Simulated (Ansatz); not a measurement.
**NH− (doublet): correlated methods under varied settings at distance N1–H2 = 1.247 Å**

What do other methods and options give for NH− (doublet) at this geometry, and how long do they take?

Method: the settings change from run to run; program: Ansatz 0.2.0, Gaussian basis.

24 further runs of the same task are left out: 18 that didn't finish, 6 set aside as unsound or not needed.

### 1 The system

The geometry derives from a PBE0/def2-TZVPD stationary point (not a proven minimum). One bond is set to the value named and the two fragments are kept rigid.

2 atoms, charge -1, spin multiplicity 2.

Atoms are counted from 1 here; the program's logs count them from 0.

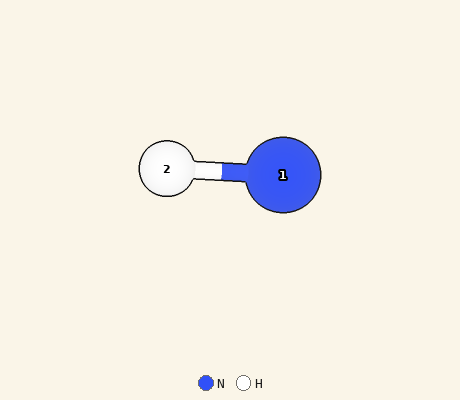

The geometry (nitrogen blue, hydrogen white); atoms are numbered from 1 in the order of the file.

### 2 BCCD on ROHF/aug-cc-pVDZ

in.yaml

```yaml
crystal:
  periodic: [false, false, false]
  atoms:
    - {symbol: N, position_ang: [0.000000, 0.000000, 0.000000]}
    - {symbol: H, position_ang: [0.000000, 0.000000, 1.247000]}
basis:
  gaussian: {orbitals: aug-cc-pVDZ}
total_charge: -1
magnetization: {spin_polarized: false, initial_magnetization: 1}
correlation: {method: bccd, electrons: outside_noble_gas}
```

Command:

```console
> ansatz run in.yaml --threads 1 --pin off --events-out ev --progress --plain --max-ram 2393MiB
```

Output (excerpt; [...] marks lines left out):

```text
Functional definition: HF
  name "HF"
  cite "Fock, Z. Phys. 61, 126 (1930) doi:10.1007/BF01340294"
  parent pbe
[...]
315 factors; integrals over basis functions are off by at most 1.1e-3 eV
[...]
mean field -1493.66327134 eV, -54.8911127806 hartree, gradient 2.0e-6 eV, S^2 0.750000; 5 other end points of the search recorded, 0 dependent functions left out
[...]
determinant -1493.66327134 eV, -54.8911127806 hartree, with singles and doubles -1498.95297361 eV, -55.0855057533 hartree
determinant -1491.34216514 eV, -54.8058137010 hartree, with singles and doubles -1495.96725164 eV, -54.9757824947 hartree
unrestricted determinant -1494.18325456 eV, -54.9102218111 hartree, S^2 1.7805
1 core orbitals not correlated: weight in the atoms' cores, before any rotation towards them, 1.000 or more for the frozen orbitals, at most 0.000 for the correlated occupied ones
reference -1493.66327134 eV, -54.8911127806 hartree; 4, 3 occupied and 27, 28 virtual orbitals, 315 factors
second order -4.77224834 eV of doubles, -0.07156042 eV of singles
cycle   1  -5.26406898 eV  change    2.6e-2 eV  update   1.4e-2
[...]
cycle  10  -5.27171584 eV  change    8.2e-8 eV  update   5.4e-6
Total energy: -1498.93498719 eV, -55.0848447645 hartree
```

Wall time 1.2 s (1 thread of Arm Neoverse V1, shared host).

From the report: correlation -5.2717 eV; largest double amplitude 0.07.

### 3 CISD/cc-pVTZ-DK

in.yaml

```yaml
crystal:
  periodic: [false, false, false]
  atoms:
    - {symbol: N, position_ang: [0.000000, 0.000000, 0.000000]}
    - {symbol: H, position_ang: [0.000000, 0.000000, 1.247000]}
basis:
  gaussian: {orbitals: cc-pVTZ-DK, point_charges: [{charge: -0.50, position_ang: [3.981, -0.007, 0.803]}]}
total_charge: -1
magnetization: {spin_polarized: false, initial_magnetization: 1}
correlation: {active_space: {ras: {orbitals: [3, 1, 39], electrons: 7, max_holes: 2, max_particles: 2}, fixed_orbitals: true}}
accuracy: high
scf: {lower_state_search: off}
```

Launched as before.

Output:

```text
Functional definition: HF
  name "HF"
  cite "Fock, Z. Phys. 61, 126 (1930) doi:10.1007/BF01340294"
  parent pbe
  exchange = exact_x
  correlation = 0
these checks for a lower state are left out or cut short: stability, starts, cluster_reference, orbital_swaps, neighbouring_geometries, increment
586 factors; integrals over basis functions are off by at most 3.5e-9 eV
mean field evaluation 1: about -1491.2414 eV, gradient 1.8e1 eV
mean field evaluation 2: about -1491.2540 eV, gradient 1.8e1 eV
mean field evaluation 4: about -1492.3358 eV, gradient 1.5e0 eV
mean field evaluation 8: about -1492.3494 eV, gradient 6.6e-5 eV
mean field -1492.34941329 eV, -54.8428293875 hartree, gradient 1.6e-8 eV, S^2 0.750000; 0 other end points of the search recorded, 0 dependent functions left out
reference -1492.34941329 eV, -54.8428293875 hartree; 5, 4 occupied and 39, 40 virtual orbitals, 586 factors
state -1497.83702113 eV, -55.0444952563 hartree
Total energy: -1497.83702113 eV, -55.0444952563 hartree
Relativity: scalar
Checks for a lower state left out: stability, starts, cluster_reference, orbital_swaps, neighbouring_geometries, increment
```

Run time: 1.1 s. Hardware: 1 thread of Arm Neoverse V1, shared host.

From the report: 37,015 determinants.

### 4 BCCD on ROHF/6-31++G**

in.yaml

```yaml
crystal:
  periodic: [false, false, false]
  atoms:
    - {symbol: N, position_ang: [0.000000, 0.000000, 0.000000]}
    - {symbol: H, position_ang: [0.000000, 0.000000, 1.247000]}
basis:
  gaussian: {orbitals: "6-31++G**"}
total_charge: -1
magnetization: {spin_polarized: false, initial_magnetization: 1}
correlation: {method: bccd, electrons: outside_noble_gas}
```

Launched as before.

Output (excerpt; [...] marks lines left out):

```text
Functional definition: HF
  name "HF"
  cite "Fock, Z. Phys. 61, 126 (1930) doi:10.1007/BF01340294"
  parent pbe
[...]
232 factors; integrals over basis functions are off by at most 1.1e-3 eV
[...]
mean field -1493.45130039 eV, -54.8833229917 hartree, gradient 2.1e-6 eV, S^2 0.750000; 5 other end points of the search recorded, 0 dependent functions left out
[...]
determinant -1493.45130039 eV, -54.8833229917 hartree, with singles and doubles -1498.36480842 eV, -55.0638910814 hartree
determinant -1490.95428664 eV, -54.7915594289 hartree, with singles and doubles -1495.37326039 eV, -54.9539537189 hartree
unrestricted determinant -1493.76040015 eV, -54.8946821983 hartree, S^2 1.7761
1 core orbitals not correlated: weight in the atoms' cores, before any rotation towards them, 1.000 or more for the frozen orbitals, at most 0.000 for the correlated occupied ones
reference -1493.45130039 eV, -54.8833229917 hartree; 4, 3 occupied and 20, 21 virtual orbitals, 232 factors
second order -4.40277474 eV of doubles, -0.06513695 eV of singles
cycle   1  -4.89115528 eV  change    2.2e-2 eV  update   1.0e-2
[...]
cycle  10  -4.89808842 eV  change   -9.7e-7 eV  update   5.2e-6
Total energy: -1498.34938881 eV, -55.0633244211 hartree
```

Run time: 0.81 s. Hardware: 1 thread of Arm Neoverse V1, shared host.

From the report: correlation -4.8981 eV; largest double amplitude 0.09.

### 5 CCSD/cc-pVDZ

in.yaml

```yaml
crystal:
  periodic: [false, false, false]
  atoms:
    - {symbol: N, position_ang: [0.000000, 0.000000, 0.000000]}
    - {symbol: H, position_ang: [0.000000, 0.000000, 1.247000]}
basis:
  gaussian: {orbitals: cc-pVDZ, fitting: {mean_field: def2-universal-jkfit}}
total_charge: -1
magnetization: {spin_polarized: false, initial_magnetization: 1}
hamiltonian: {xc: {name: r2SCAN}}
correlation: {method: ccsd, electrons: outside_noble_gas}
```

The command is unchanged.

Output (excerpt; [...] marks lines left out):

```text
Functional definition: r2SCAN
  name "r2SCAN"
  cite "Furness, Kaplan, Ning, Perdew & Sun, J. Phys. Chem. Lett. 11, 8208 (2020) doi:10.1021/acs.jpclett.0c02405"
  cite "Furness, Kaplan, Ning, Perdew & Sun, J. Phys. Chem. Lett. 11, 9248 (2020) doi:10.1021/acs.jpclett.0c03077"
  parent r2scan
[...]
95 factors; integrals over basis functions are off by at most 4.3e-1 eV
[...]
mean field -1500.17804776 eV, -55.1305263978 hartree, gradient 2.8e-6 eV, S^2 0.750000; 2 other end points of the search recorded, 0 dependent functions left out
1 core orbitals not correlated: weight in the atoms' cores, before any rotation towards them, 1.000 or more for the frozen orbitals, at most 0.000 for the correlated occupied ones
reference -1492.32526439 eV, -54.8419419320 hartree; 4, 3 occupied and 14, 15 virtual orbitals, 95 factors
second order -3.96940498 eV of doubles, -0.13340128 eV of singles
cycle   1  -4.38324818 eV  change   -2.8e-1 eV  update   4.2e-2
[...]
cycle  10  -4.52614042 eV  change    2.4e-6 eV  update   7.3e-6
Total energy: -1496.85140481 eV, -55.0082745246 hartree
```

Wall time 1.1 s (1 thread of Arm Neoverse V1, shared host).

From the report: correlation -4.5261 eV; T1 0.013; largest double amplitude 0.09. The orbitals are Kohn-Sham ones, so correlation energy and T1 don't compare with those on Hartree-Fock orbitals.

### 6 CASSCF(1,6)/6-31++G**

in.yaml

```yaml
crystal:
  periodic: [false, false, false]
  atoms:
    - {symbol: N, position_ang: [0.000000, 0.000000, 0.000000]}
    - {symbol: H, position_ang: [0.000000, 0.000000, 1.247000]}
basis:
  gaussian: {orbitals: "6-31++G**", fitting: {mean_field: def2-universal-jkfit}}
total_charge: -1
magnetization: {spin_polarized: false, initial_magnetization: 1}
hamiltonian: {pseudopotentials: {relativity: scalar}}
correlation: {active_space: {window: {electrons: 1, orbitals: 6}, states: [{multiplicity: 2, weights: [1, 1]}], root: 0}}
output: {forces: true}
```

Same command.

Output (excerpt; [...] marks lines left out):

```text
Functional definition: HF
  name "HF"
  cite "Fock, Z. Phys. 61, 126 (1930) doi:10.1007/BF01340294"
  parent pbe
[...]
95 factors; integrals over basis functions are off by at most 3.2e-1 eV
[...]
mean field -1494.19820563 eV, -54.9107712529 hartree, gradient 1.5e-6 eV, S^2 0.750000; 5 other end points of the search recorded, 0 dependent functions left out
reference -1494.19820563 eV, -54.9107712529 hartree; 5, 4 occupied and 20, 21 virtual orbitals, 95 factors
state -1493.66837662 eV, -54.8913003959 hartree
state -1491.24353612 eV, -54.8021891511 hartree
[...]
Total energy: -1493.66837662 eV, -54.8913003959 hartree
Relativity: scalar
Atom 0 at     0.000000     0.000000     0.000000 Å, force    -0.000000     0.000000     3.754551 eV/Å
Atom 1 at     0.000000     0.000000     1.247000 Å, force     0.000000    -0.000000    -3.754551 eV/Å
Dipole moment:     0.000000    -0.000000     0.284828 e Å
```

It took 0.21 s on 1 thread of Arm Neoverse V1, shared host.

From the report: 6 determinants; active occupations (of the averaged states) 0.50, 0.50, 0.00, 0.00, 0.00, 0.00.

### 7 BCCD on ROHF/6-31G*

in.yaml

```yaml
crystal:
  periodic: [false, false, false]
  atoms:
    - {symbol: N, position_ang: [0.000000, 0.000000, 0.000000]}
    - {symbol: H, position_ang: [0.000000, 0.000000, 1.247000]}
basis:
  gaussian: {orbitals: "6-31G*"}
total_charge: -1
magnetization: {spin_polarized: false, initial_magnetization: 1}
correlation: {method: bccd, electrons: valence}
output: {forces: true}
```

The command is unchanged.

Output (excerpt; [...] marks lines left out):

```text
Functional definition: HF
  name "HF"
  cite "Fock, Z. Phys. 61, 126 (1930) doi:10.1007/BF01340294"
  parent pbe
[...]
168 factors; integrals over basis functions are off by at most 1.1e-3 eV
[...]
mean field -1492.32879636 eV, -54.8420717293 hartree, gradient 4.7e-7 eV, S^2 0.750000; 2 other end points of the search recorded, 0 dependent functions left out
1 core orbitals not correlated: weight in the atoms' cores, before any rotation towards them, 1.000 or more for the frozen orbitals, at most 0.000 for the correlated occupied ones
reference -1492.32879636 eV, -54.8420717293 hartree; 4, 3 occupied and 12, 13 virtual orbitals, 168 factors
second order -3.71549875 eV of doubles, -0.06711900 eV of singles
cycle   1  -4.13445428 eV  change   -3.5e-1 eV  update   4.7e-2
[...]
cycle  12  -4.29215984 eV  change   -1.9e-6 eV  update   8.9e-7
[...]
Total energy: -1496.62095620 eV, -54.9998056942 hartree
Atom 0 at     0.000000     0.000000     0.000000 Å, force    -0.000000    -0.000000     2.864239 eV/Å
Atom 1 at     0.000000     0.000000     1.247000 Å, force     0.000000     0.000000    -2.864239 eV/Å
Dipole moment:    -0.000000    -0.000000     0.134792 e Å
```

Wall time 0.3 s (1 thread of Arm Neoverse V1, shared host).

From the report: correlation -4.2922 eV; largest double amplitude 0.11.

### 8 BCCD on UHF/6-31++G**

in.yaml

```yaml
crystal:
  periodic: [false, false, false]
  atoms:
    - {symbol: N, position_ang: [0.000000, 0.000000, 0.000000]}
    - {symbol: H, position_ang: [0.000000, 0.000000, 1.247000]}
basis:
  gaussian: {orbitals: "6-31++G**"}
total_charge: -1
magnetization: {spin_polarized: true, initial_magnetization: 1}
correlation: {method: bccd, electrons: valence}
scf: {lower_state_search: off}
output: {forces: true}
```

Launched as before.

Output (excerpt; [...] marks lines left out):

```text
Functional definition: HF
  name "HF"
  cite "Fock, Z. Phys. 61, 126 (1930) doi:10.1007/BF01340294"
  parent pbe
[...]
232 factors; integrals over basis functions are off by at most 1.1e-3 eV
[...]
mean field -1493.57618349 eV, -54.8879123610 hartree, gradient 8.4e-6 eV, S^2 0.791711; 0 other end points of the search recorded, 0 dependent functions left out
1 core orbitals not correlated: weight in the atoms' cores, before any rotation towards them, 1.000 or more for the frozen orbitals, at most 0.000 for the correlated occupied ones
reference -1493.57618349 eV, -54.8879123610 hartree; 4, 3 occupied and 20, 21 virtual orbitals, 232 factors
second order -4.32520717 eV of doubles, -0.00000000 eV of singles
cycle   1  -4.56119986 eV  change   -2.4e-1 eV  update   7.0e-2
[...]
cycle  16  -4.77375851 eV  change   -3.6e-7 eV  update   4.2e-7
[...]
Total energy: -1498.34994201 eV, -55.0633447506 hartree
Atom 0 at     0.000000     0.000000     0.000000 Å, force     0.000000     0.000000     3.659519 eV/Å
Atom 1 at     0.000000     0.000000     1.247000 Å, force     0.000000     0.000000    -3.659520 eV/Å
Dipole moment:    -0.000000    -0.000000     0.252722 e Å
Checks for a lower state left out: starts, cluster_reference, orbital_swaps, neighbouring_geometries, increment
```

Wall time 0.66 s (1 thread of Arm Neoverse V1, shared host).

From the report: ⟨S²⟩ of the determinant 0.792 (pure doublet: 0.75); correlation -4.7738 eV; largest double amplitude 0.09.

### 9 CASSCF(3,4)/cc-pVDZ

in.yaml

```yaml
crystal:
  periodic: [false, false, false]
  atoms:
    - {symbol: N, position_ang: [0.000000, 0.000000, 0.000000]}
    - {symbol: H, position_ang: [0.000000, 0.000000, 1.247000]}
basis:
  gaussian: {orbitals: cc-pVDZ}
total_charge: -1
magnetization: {spin_polarized: false, initial_magnetization: 1}
correlation: {active_space: {window: {electrons: 3, orbitals: 4}}}
scf: {lower_state_search: light}
```

Same command.

Output:

```text
Functional definition: HF
  name "HF"
  cite "Fock, Z. Phys. 61, 126 (1930) doi:10.1007/BF01340294"
  parent pbe
  exchange = exact_x
  correlation = 0
180 factors; integrals over basis functions are off by at most 1.4e-3 eV
mean field evaluation 1: about -1491.6429 eV, gradient 1.5e1 eV
mean field evaluation 2: about -1491.6441 eV, gradient 1.5e1 eV
mean field evaluation 4: about -1492.4067 eV, gradient 1.2e0 eV
mean field evaluation 8: about -1492.4155 eV, gradient 2.3e-5 eV
mean field evaluation 16: about -1492.4155 eV, gradient 1.1e-4 eV
mean field -1492.41553470 eV, -54.8452593048 hartree, gradient 1.4e-6 eV, S^2 0.750000; 2 other end points of the search recorded, 0 dependent functions left out
reference -1492.41553470 eV, -54.8452593048 hartree; 5, 4 occupied and 14, 15 virtual orbitals, 180 factors
state -1493.31310571 eV, -54.8782444308 hartree
Total energy: -1493.31310571 eV, -54.8782444308 hartree
```

Run time: 0.3 s. Hardware: 1 thread of Arm Neoverse V1, shared host.

From the report: 24 determinants; active occupations 1.95, 1.00, 0.05, 0.00.

### 10 MRCISD+Q(1,2)/6-31++G**

in.yaml

```yaml
crystal:
  periodic: [false, false, false]
  atoms:
    - {symbol: N, position_ang: [0.000000, 0.000000, 0.000000]}
    - {symbol: H, position_ang: [0.000000, 0.000000, 1.247000]}
basis:
  gaussian: {orbitals: "6-31++G**", point_charges: [{charge: -0.50, position_ang: [3.133, -0.332, 0.520]}]}
total_charge: -1
magnetization: {spin_polarized: false, initial_magnetization: 1}
correlation: {method: fic_mrcisd_q, electrons: valence, active_space: {window: {electrons: 1, orbitals: 2}}}
```

The command is unchanged.

Output (excerpt; [...] marks lines left out):

```text
Functional definition: HF
  name "HF"
  cite "Fock, Z. Phys. 61, 126 (1930) doi:10.1007/BF01340294"
  parent pbe
[...]
232 factors; integrals over basis functions are off by at most 1.1e-3 eV
[...]
mean field -1491.31978778 eV, -54.8049913479 hartree, gradient 6.7e-6 eV, S^2 0.750000; 7 other end points of the search recorded, 0 dependent functions left out
reference -1491.31978778 eV, -54.8049913479 hartree; 5, 4 occupied and 20, 21 virtual orbitals, 232 factors
state -1491.31978778 eV, -54.8049913479 hartree
contracted CI cycle   1: correlation 0.00000000 eV, 0.0000000000 hartree, residual 1.96e1 eV
contracted CI cycle   2: correlation -4.47855158 eV, -0.1645837348 hartree, residual 3.10e0 eV
contracted CI cycle   3: correlation -4.65613536 eV, -0.1711098185 hartree, residual 9.62e-1 eV
contracted CI cycle   4: correlation -4.67479721 eV, -0.1717956287 hartree, residual 3.01e-1 eV
contracted CI cycle   5: correlation -4.67668466 eV, -0.1718649912 hartree, residual 1.01e-1 eV
contracted CI cycle   6: correlation -4.67691215 eV, -0.1718733515 hartree, residual 3.02e-2 eV
contracted CI cycle   7: correlation -4.67692994 eV, -0.1718740053 hartree, residual 8.83e-3 eV
contracted CI cycle   8: correlation -4.67693176 eV, -0.1718740720 hartree, residual 3.36e-3 eV
contracted CI cycle   9: correlation -4.67693203 eV, -0.1718740819 hartree, residual 1.37e-3 eV
contracted CI cycle  10: correlation -4.67693208 eV, -0.1718740838 hartree, residual 6.42e-4 eV
state -1491.31978778 eV, -54.8049913479 hartree; corrected -1496.38196455 eV, -54.9910229130 hartree
WARN: 1 active orbitals are nearly empty or full. The corrections depend on them more than the energy does, and are more stable in an active space without them
Total energy: -1496.38196455 eV, -54.9910229130 hartree
```

Run time: 0.33 s. Hardware: 1 thread of Arm Neoverse V1, shared host.

From the report: 2 determinants; active occupations 1.00, 0.00. The report marks this result as in doubt.

### 11 All runs side by side

Where basis and cores are those of an earlier FCI/6-31++G** run (-1498.5484 eV), and the state is the same kind, the miss against it is given. † marks a result that the program doubts.

| level | correlated | functions | energy (eV) | from FCI (meV) | time |
| --- | --- | --- | --- | --- | --- |
| BCCD on ROHF/aug-cc-pVDZ | outside noble gas | 32 | -1498.9350 |  | 1.2 s |
| CISD/cc-pVTZ-DK (beside a point charge) | valence | 44 | -1497.8370 |  | 1.1 s |
| BCCD on ROHF/6-31++G** | outside noble gas | 25 | -1498.3494 | 199.0 | 0.81 s |
| CCSD/cc-pVDZ (on r2SCAN orbitals) | outside noble gas | 19 | -1496.8514 |  | 1.1 s |
| CASSCF(1,6)/6-31++G** (lowest root of an average, relativity set) |  | 25 | -1493.6684 |  | 0.21 s |
| BCCD on ROHF/6-31G* | valence | 17 | -1496.6210 |  | 0.3 s |
| BCCD on UHF/6-31++G** | valence | 25 | -1498.3499 | 198.4 | 0.66 s |
| CASSCF(3,4)/cc-pVDZ |  | 19 | -1493.3131 |  | 0.3 s |
| MRCISD+Q(1,2)/6-31++G** (beside a point charge) † | valence | 25 | -1496.3820 |  | 0.33 s |

### 12 Results

```
quantity                                                                      value
    runs                                                                          9
quickest  CASSCF(1,6)/6-31++G** (lowest root of an average, relativity set), 0.21 s
 slowest                                            BCCD on ROHF/aug-cc-pVDZ, 1.2 s
```

In words: Total energies in different bases, with other cores or another treatment of relativity can't be set against each other. BCCD on ROHF/aug-cc-pVDZ took 6 times as long as CASSCF(1,6)/6-31++G** (lowest root of an average, relativity set); the jobs differ in more than the method. Among the correlated runs with a miss given, it spans +198 to +199 meV.
